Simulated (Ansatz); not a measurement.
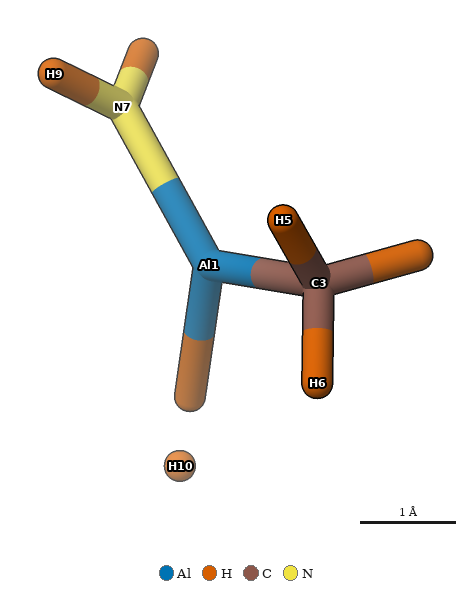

The starting structure (stick view, seen at a tilt; atoms are numbered from 1 in the order of the input). Sticks mark near contacts.

## CH7AlN: geometry relaxation

CH7AlN, multiplicity 2, computed with UKS B3LYP/6-31G* (Ansatz 0.2.0).

The input holds or restrains some coordinates. It belongs to a series of runs on one base structure; here: pulled along the bonds that form and break, towards end A. Figures and captions count atoms from 1; the log counts them from 0 in places.

### Output
```
The last accepted step is kept in [file] (removed where the run ends without a failure and the disk answers)
Engine: ansatz 0.2.0, x86_64-unknown-linux-gnu
Functional definition: B3LYP
  parameter a0 = 0.2
  parameter ax = 0.72
  parameter ac = 0.81
  exchange = (1 - a0 - ax)*slater_x + ax*b88_x + a0*exact_x
  correlation = (1 - ac)*vwn_rpa_c + ac*lyp_c
735 factors; integrals over basis functions are off by at most 4.8e-4 eV
mean field evaluation 1: about -9224.6906 eV, gradient 5.1e1 eV
mean field evaluation 2: about -9182.9158 eV, gradient 8.8e1 eV
mean field evaluation 4: about -9235.8600 eV, gradient 7.2e0 eV
mean field evaluation 8: about -9236.1839 eV, gradient 3.0e-1 eV
mean field evaluation 16: about -9236.1854 eV, gradient 2.2e-4 eV
mean field -9236.18536338 eV, -339.4235515931 hartree, gradient 2.6e-5 eV, S^2 0.757124; 0 other end points of the search recorded, 0 dependent functions left out
the calculation of the forces begins
reference -9236.18562270 eV, -339.4235611228 hartree; 17, 16 occupied and 46, 47 virtual orbitals, 735 factors
relax step   1: F+E_penalty+E_count = -9236.18536338 eV  Δ(F+E_penalty+E_count) = +0.000e0 eV  max|allowed force component| = 1.924e0 eV/Å  E_restraint = 13.08750000 eV  max|allowed force component, restraints' pulls added| = 3.273e1 eV/Å  Δτ_max = 0.0000 Å  (30 SCF iters, accepted)
  distance H 1 - H 9 = 0.9600 Å
  distance Al 0 - H 1 = 1.8100 Å
these checks for a lower state are left out or cut short: starts, cluster_reference, orbital_swaps, neighbouring_geometries, increment
735 factors; integrals over basis functions are off by at most 5.7e-4 eV
mean field -9236.00637455 eV, -339.4169738748 hartree, gradient 4.5e-5 eV, S^2 0.755172; 0 other end points of the search recorded, 0 dependent functions left out
the calculation of the forces begins
reference -9236.00663164 eV, -339.4169833225 hartree; 17, 16 occupied and 46, 47 virtual orbitals, 735 factors
relax step   2: F+E_penalty+E_count = -9236.00637455 eV  Δ(F+E_penalty+E_count) = +1.790e-1 eV  max|allowed force component| = 1.477e0 eV/Å  E_restraint = 4.02702894 eV  max|allowed force component, restraints' pulls added| = 1.670e1 eV/Å  Δτ_max = 0.1930 Å  (31 SCF iters, accepted)
  distance H 1 - H 9 = 1.3460 Å
  distance Al 0 - H 1 = 1.6250 Å
these checks for a lower state are left out or cut short: starts, cluster_reference, orbital_swaps, neighbouring_geometries, increment
735 factors; integrals over basis functions are off by at most 5.1e-4 eV
mean field evaluation 32: about -9236.0499 eV, gradient 1.2e-5 eV
mean field -9236.04991143 eV, -339.4185738254 hartree, gradient 1.2e-5 eV, S^2 0.751868; 0 other end points of the search recorded, 0 dependent functions left out
the calculation of the forces begins
reference -9236.05017329 eV, -339.4185834488 hartree; 17, 16 occupied and 46, 47 virtual orbitals, 735 factors
relax step   3: F+E_penalty+E_count = -9236.04991143 eV  Δ(F+E_penalty+E_count) = -4.354e-2 eV  max|allowed force component| = 1.601e0 eV/Å  E_restraint = 0.43824632 eV  max|allowed force component, restraints' pulls added| = 5.066e0 eV/Å  Δτ_max = 0.1949 Å  (31 SCF iters, accepted)
  distance H 1 - H 9 = 1.6935 Å
  distance Al 0 - H 1 = 1.5213 Å
these checks for a lower state are left out or cut short: starts, cluster_reference, orbital_swaps, neighbouring_geometries, increment
735 factors; integrals over basis functions are off by at most 5.6e-4 eV
mean field -9236.26820548 eV, -339.4265959841 hartree, gradient 2.6e-5 eV, S^2 0.751310; 0 other end points of the search recorded, 0 dependent functions left out
the calculation of the forces begins
reference -9236.26846728 eV, -339.4266056050 hartree; 17, 16 occupied and 46, 47 virtual orbitals, 735 factors
relax step   4: F+E_penalty+E_count = -9236.26820548 eV  Δ(F+E_penalty+E_count) = -2.183e-1 eV  max|allowed force component| = 9.016e-1 eV/Å  E_restraint = 0.00216166 eV  max|allowed force component, restraints' pulls added| = 9.016e-1 eV/Å  Δτ_max = 0.1962 Å  (28 SCF iters, accepted)
  distance H 1 - H 9 = 1.8617 Å
  distance Al 0 - H 1 = 1.5719 Å
these checks for a lower state are left out or cut short: starts, cluster_reference, orbital_swaps, neighbouring_geometries, increment
735 factors; integrals over basis functions are off by at most 5.5e-4 eV
mean field -9236.41848835 eV, -339.4321187776 hartree, gradient 1.4e-5 eV, S^2 0.751247; 0 other end points of the search recorded, 0 dependent functions left out
the calculation of the forces begins
reference -9236.41875033 eV, -339.4321284050 hartree; 17, 16 occupied and 46, 47 virtual orbitals, 735 factors
relax step   5: F+E_penalty+E_count = -9236.41848835 eV  Δ(F+E_penalty+E_count) = -1.503e-1 eV  max|allowed force component| = 5.721e-1 eV/Å  E_restraint = 0.00220999 eV  max|allowed force component, restraints' pulls added| = 4.404e-1 eV/Å  Δτ_max = 0.2000 Å  (28 SCF iters, accepted)
  distance H 1 - H 9 = 1.8646 Å
  distance Al 0 - H 1 = 1.5712 Å
these checks for a lower state are left out or cut short: starts, cluster_reference, orbital_swaps, neighbouring_geometries, increment
735 factors; integrals over basis functions are off by at most 5.3e-4 eV
mean field -9236.49810115 eV, -339.4350444940 hartree, gradient 1.4e-5 eV, S^2 0.751218; 0 other end points of the search recorded, 0 dependent functions left out
the calculation of the forces begins
reference -9236.49836224 eV, -339.4350540888 hartree; 17, 16 occupied and 46, 47 virtual orbitals, 735 factors
relax step   6: F+E_penalty+E_count = -9236.49810115 eV  Δ(F+E_penalty+E_count) = -7.961e-2 eV  max|allowed force component| = 4.946e-1 eV/Å  E_restraint = 0.00266142 eV  max|allowed force component, restraints' pulls added| = 3.035e-1 eV/Å  Δτ_max = 0.1999 Å  (27 SCF iters, accepted)
  distance H 1 - H 9 = 1.8646 Å
  distance Al 0 - H 1 = 1.5725 Å
these checks for a lower state are left out or cut short: starts, cluster_reference, orbital_swaps, neighbouring_geometries, increment
735 factors; integrals over basis functions are off by at most 5.4e-4 eV
mean field -9236.53240255 eV, -339.4363050473 hartree, gradient 2.3e-5 eV, S^2 0.751201; 0 other end points of the search recorded, 0 dependent functions left out
the calculation of the forces begins
reference -9236.53266034 eV, -339.4363145209 hartree; 17, 16 occupied and 46, 47 virtual orbitals, 735 factors
relax step   7: F+E_penalty+E_count = -9236.53240255 eV  Δ(F+E_penalty+E_count) = -3.430e-2 eV  max|allowed force component| = 4.630e-1 eV/Å  E_restraint = 0.00234696 eV  max|allowed force component, restraints' pulls added| = 1.419e-1 eV/Å  Δτ_max = 0.1940 Å  (27 SCF iters, accepted)
  distance H 1 - H 9 = 1.8615 Å
  distance Al 0 - H 1 = 1.5724 Å
735 factors; integrals over basis functions are off by at most 5.4e-4 eV
mean field evaluation 64: about -9225.2409 eV, gradient 5.1e1 eV
```

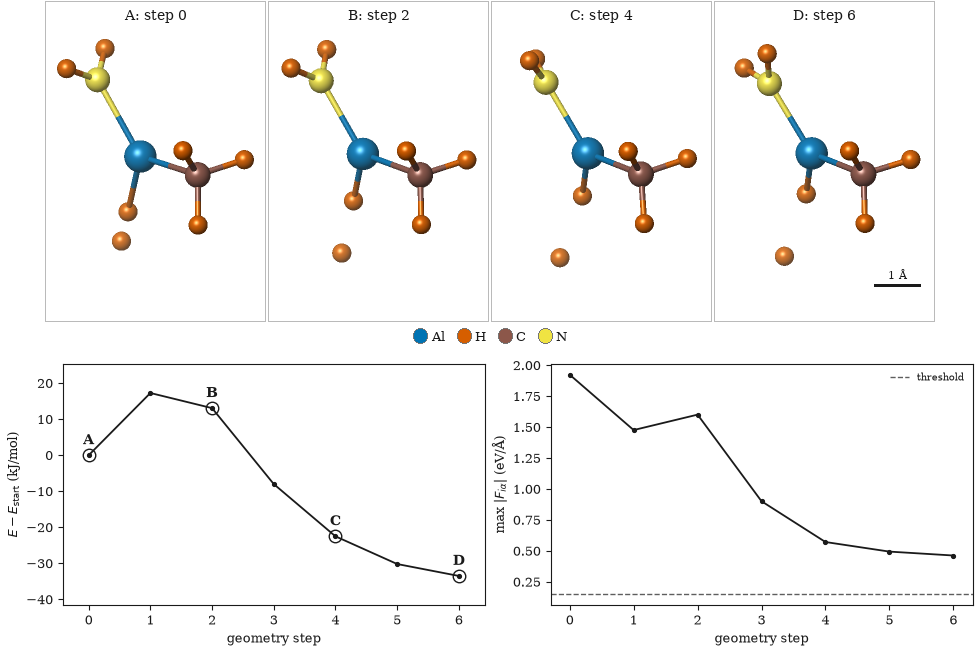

Frames of the restrained relaxation (ball-and-stick view, seen at a tilt) above the curves, on which the letters mark them (the first geometry is step 0 here and step 1 in the log).

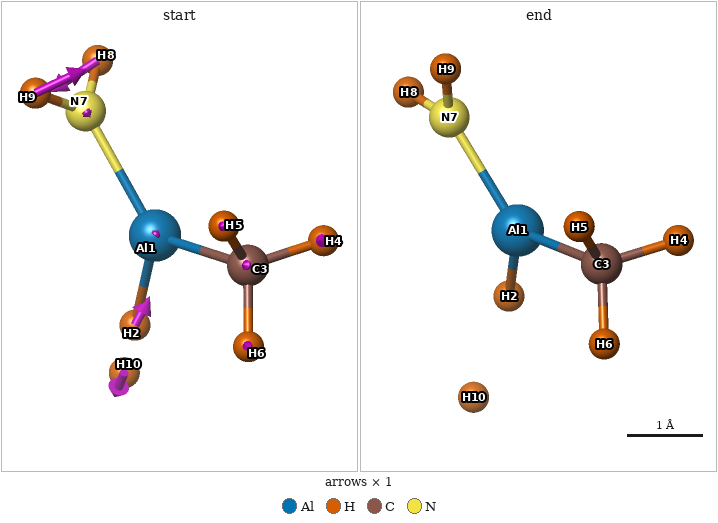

Before (left) and after (right) the restrained relaxation, at one scale (ball-and-stick view, seen at a tilt). The pink arrows give the displacements, at true length. The energy falls by 33.5 kJ/mol in 6 geometry steps. The largest force component goes from 1.9 to 0.46 eV/Å. H8 moves most after the best rigid fit: 0.78 Å. Largest moves by element: H 0.78 Å, N 0.11 Å, C 0.10 Å, Al 0.08 Å. Among the contacts that change: Al1–H2 1.810 → 1.572 Å, Al1–N7 1.920 → 1.784 Å, N7–H8 1.060 → 1.013 Å, C3–H4 1.110 → 1.101 Å. Among the angles that change: H8–N7–H9 120.0° → 110.2°, Al1–N7–H8 120.0° → 124.6°, H2–Al1–C3 120.0° → 124.0°. (Atoms are counted from 1 in the order of the input.)

```
mean field -9236.53240255 eV, -339.4363050473 hartree, gradient 2.3e-5 eV, S^2 0.751201; 1 other end points of the search recorded, 0 dependent functions left out
the calculation of the forces begins
reference -9236.53266034 eV, -339.4363145209 hartree; 17, 16 occupied and 46, 47 virtual orbitals, 735 factors
Total energy: -9236.53266034 eV, -339.4363145209 hartree
Atom 0 at    -0.011949    -0.070734    -0.048848 Å, force     0.043665     0.058656    -0.463026 eV/Å
Atom 1 at    -0.103665    -0.313583     1.501997 Å, force    -0.026926    -0.057118     0.374656 eV/Å
Atom 2 at     1.678487     0.086979    -1.038098 Å, force    -0.005463    -0.141880    -0.034387 eV/Å
Atom 3 at     2.060321    -0.921967    -1.260573 Å, force     0.019316     0.070417     0.028321 eV/Å
Atom 4 at     1.570485     0.599459    -2.001261 Å, force    -0.010649     0.034858     0.017672 eV/Å
Atom 5 at     2.458072     0.599786    -0.464026 Å, force     0.013753     0.024295     0.005407 eV/Å
Atom 6 at    -1.561380     0.002526    -0.929583 Å, force    -0.012797     0.006923     0.011413 eV/Å
Atom 7 at    -2.470733    -0.137828    -0.506355 Å, force    -0.012949     0.021531     0.004116 eV/Å
Atom 8 at    -1.662161     0.186442    -1.920781 Å, force    -0.005012    -0.016320     0.002618 eV/Å
Atom 9 at    -0.076876    -0.031179     3.341728 Å, force    -0.002937    -0.001361     0.053210 eV/Å
Dipole moment:    -0.131863     0.022584    -0.295205 e Å
```

### Trajectory as extended XYZ (Å, eV, eV/Å), 7 frames, from step=1 to step=7
```
10
Properties=species:S:1:pos:R:3:forces:R:3 step=1 energy=-9236.18536
Al    0.0000    0.0000    0.0000   -1.7404  -0.3090  -1.7358
H     0.0000    0.0000    1.8100   -0.0474  -0.1128   1.7662
C     1.7060    0.0000   -0.9850    0.1961   0.4340  -0.0410
H     2.0356   -1.0462   -1.1552   -0.0754   0.4343   0.0327
H     1.5695    0.5080   -1.9624    0.2221  -0.2731   0.3087
H     2.4756    0.5381   -0.3932   -0.1182  -0.3154  -0.3883
N    -1.6627    0.0000   -0.9600    0.9853   0.0074   0.4654
H    -2.3316   -0.8164   -0.8614    0.6885   1.9242  -0.4481
H    -1.9118    0.8164   -1.5886   -0.1338  -1.8520   0.8546
H     0.0000    0.0000    2.7700    0.0232   0.0625  -0.8144
10
Properties=species:S:1:pos:R:3:forces:R:3 step=2 energy=-9236.00638
Al   -0.0154   -0.0049   -0.0079   -1.1966  -0.0146  -1.4564
H    -0.0011   -0.0020    1.6170   -0.0900  -0.1631   0.6688
C     1.7045    0.0042   -0.9840   -0.1809   0.2469   0.1239
H     2.0344   -1.0399   -1.1547   -0.0359   0.3722  -0.0007
H     1.5729    0.5053   -1.9600    0.2113  -0.2193   0.1966
H     2.4758    0.5350   -0.3976   -0.0603  -0.2183  -0.2678
N    -1.6520   -0.0002   -0.9555    0.9568  -0.0582   0.5786
H    -2.3254   -0.7943   -0.8656    0.4466   1.4767  -0.3189
H    -1.9137    0.7957   -1.5804   -0.0624  -1.4408   0.5948
H     0.0004    0.0011    2.9630    0.0115   0.0184  -0.1190
10
Properties=species:S:1:pos:R:3:forces:R:3 step=3 energy=-9236.04991
Al   -0.0291    0.0000   -0.0567   -0.6165  -0.0416  -1.6014
H    -0.0072   -0.0104    1.4644   -0.0977  -0.1773   1.3593
C     1.7012    0.0080   -0.9843   -0.2120   0.1812  -0.0184
H     2.0342   -1.0318   -1.1556   -0.0266   0.2514  -0.0174
H     1.5796    0.5011   -1.9591    0.2656  -0.1202  -0.0082
H     2.4746    0.5311   -0.4023   -0.0288  -0.1151  -0.1512
N    -1.6399   -0.0009   -0.9485    0.6716   0.0135   0.3229
H    -2.3200   -0.7677   -0.8684    0.1385   0.8754  -0.1396
H    -1.9142    0.7683   -1.5730   -0.0974  -0.8715   0.1823
H     0.0014    0.0024    3.1578    0.0033   0.0041   0.0717
10
Properties=species:S:1:pos:R:3:forces:R:3 step=4 energy=-9236.26821
Al   -0.0380   -0.0098   -0.0892   -0.2009   0.0217  -0.5129
H    -0.0497   -0.0888    1.4807   -0.0657  -0.2095   0.4607
C     1.6895    0.0415   -1.0169   -0.0616   0.1885  -0.1022
H     2.0268   -0.9927   -1.1818   -0.0147   0.0182   0.0060
H     1.6370    0.5214   -2.0036    0.0709  -0.0354   0.0506
H     2.4653    0.5414   -0.4239    0.0064  -0.0044  -0.0432
N    -1.6185   -0.0061   -0.9672   -0.1556  -0.1431   0.0554
H    -2.3956   -0.6516   -0.7455    0.4658   0.9016  -0.2226
H    -1.8417    0.6583   -1.7185   -0.0447  -0.7388   0.2825
H     0.0054   -0.0137    3.3400    0.0000   0.0011   0.0257
10
Properties=species:S:1:pos:R:3:forces:R:3 step=5 energy=-9236.41849
Al   -0.0155   -0.0465   -0.0604   -0.2238   0.0903  -0.5721
H    -0.0653   -0.2467    1.4972   -0.0518  -0.1886   0.4029
C     1.6841    0.0712   -1.0298   -0.0365   0.0235  -0.0522
H     2.0120   -0.9610   -1.2275    0.0171   0.0314  -0.0232
H     1.6007    0.5708   -2.0037    0.0503  -0.0083   0.0531
H     2.4842    0.5482   -0.4538    0.0131   0.0523  -0.0160
N    -1.5842   -0.0006   -0.9452    0.0241  -0.0210   0.0678
H    -2.4252   -0.4898   -0.6317    0.2158   0.4404  -0.1258
H    -1.7493    0.5159   -1.8108   -0.0070  -0.4204   0.2244
H    -0.0609    0.0384    3.3399   -0.0011   0.0003   0.0410
10
Properties=species:S:1:pos:R:3:forces:R:3 step=6 energy=-9236.49810
Al   -0.0083   -0.0764   -0.0522   -0.1111   0.1444  -0.4946
H    -0.0871   -0.3447    1.4953   -0.0336  -0.1372   0.3603
C     1.6835    0.0896   -1.0312   -0.0121  -0.1013  -0.0575
H     2.0306   -0.9358   -1.2311    0.0754   0.0301   0.0043
H     1.5856    0.5764   -2.0083   -0.0140   0.0489   0.0174
H     2.4822    0.5909   -0.4735   -0.0203   0.0190   0.0179
N    -1.5687    0.0054   -0.9296   -0.1300   0.0016  -0.0461
H    -2.4571   -0.3143   -0.5413    0.2516   0.2455  -0.1572
H    -1.6948    0.3719   -1.8742   -0.0035  -0.2520   0.3035
H    -0.0852    0.0370    3.3204   -0.0024   0.0010   0.0520
10
Properties=species:S:1:pos:R:3:forces:R:3 step=7 energy=-9236.53240
Al   -0.0119   -0.0707   -0.0488    0.0437   0.0587  -0.4630
H    -0.1037   -0.3136    1.5020   -0.0269  -0.0571   0.3747
C     1.6785    0.0870   -1.0381   -0.0055  -0.1419  -0.0344
H     2.0603   -0.9220   -1.2606    0.0193   0.0704   0.0283
H     1.5705    0.5995   -2.0013   -0.0106   0.0349   0.0177
H     2.4581    0.5998   -0.4640    0.0138   0.0243   0.0054
N    -1.5614    0.0025   -0.9296   -0.0128   0.0069   0.0114
H    -2.4707   -0.1378   -0.5064   -0.0129   0.0215   0.0041
H    -1.6622    0.1864   -1.9208   -0.0050  -0.0163   0.0026
H    -0.0769   -0.0312    3.3417   -0.0029  -0.0014   0.0532
```

This output came from the following input.

### Input
```yaml
crystal:
  periodic: [false, false, false]
  atoms:
    - { symbol: Al, position_ang: [0.0, 0.0, 0.0] }
    - { symbol: H, position_ang: [0.0, 0.0, 1.81] }
    - { symbol: C, position_ang: [1.706, 0.0, -0.985] }
    - { symbol: H, position_ang: [2.0356, -1.0462, -1.1552] }
    - { symbol: H, position_ang: [1.5695, 0.508, -1.9624] }
    - { symbol: H, position_ang: [2.4756, 0.5381, -0.3932] }
    - { symbol: "N", position_ang: [-1.6627, 0.0, -0.96] }
    - { symbol: H, position_ang: [-2.3316, -0.8164, -0.8614] }
    - { symbol: H, position_ang: [-1.9118, 0.8164, -1.5886] }
    - { symbol: H, position_ang: [0.0, 0.0, 2.77] }
magnetization:
  spin_polarized: true
  initial_magnetization: 1
basis:
  gaussian: { orbitals: "6-31G*" }
hamiltonian:
  xc: b3lyp
relax:
  f_tol: 0.15
  max_steps: 25
  restrain:
    - { distance: [1, 9], at: 1.86, k: 30.0 }
    - { distance: [0, 1], at: 1.56, k: 30.0 }
```

Command:
```bash
ansatz run input.yaml --threads 1 --pin off --max-ram 2048MiB --backend cpu --events-out ev --progress --plain --runs-dir out
```

### Summary

| quantity | value |
| --- | --- |
| outcome | converged under the restraints of the input |
| total energy | −9236.5327 eV |
| mean-field energy | −9236.5327 eV |
| ⟨S²⟩ | 0.751 |
| largest force (length of the vector) at the end, held atoms and coordinates included | 0.469 eV/Å |
| hardware | 1 thread of Intel Xeon @ 2.90GHz (Ice Lake), 192 GiB of memory available, shared host |
| wall time | 28 s |
| peak memory | 0.18 GiB |
